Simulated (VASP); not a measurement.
Band structure of SmGdSe₂ (space group R-3m). Method: PBEsol GGA, VASP's PBE PAW potentials (set 64) (plane waves; VASP).

The 4f electrons are frozen in the core of the lanthanide potential, so 4f levels, which can set the real gap, and their magnetism are missing.

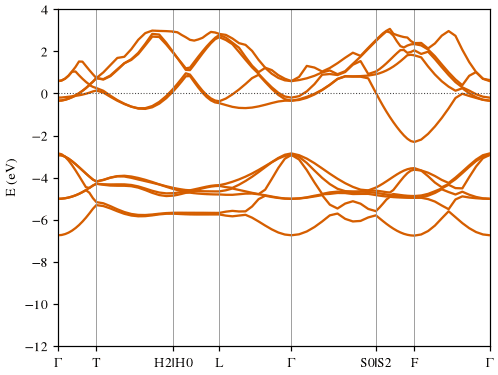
Figure: Bands along high-symmetry lines, zero at the valence-band maximum or, without a gap, the Fermi level

Read the plot: is there a gap, and where are the band edges?

It has no gap at this level: it comes out as a metal or semimetal. (Edges off the drawn lines would not show.)

The structure comes from a computed database's SmGdSe2 entry (R-3m); how it stands against other phases isn't given here. It was relaxed first.
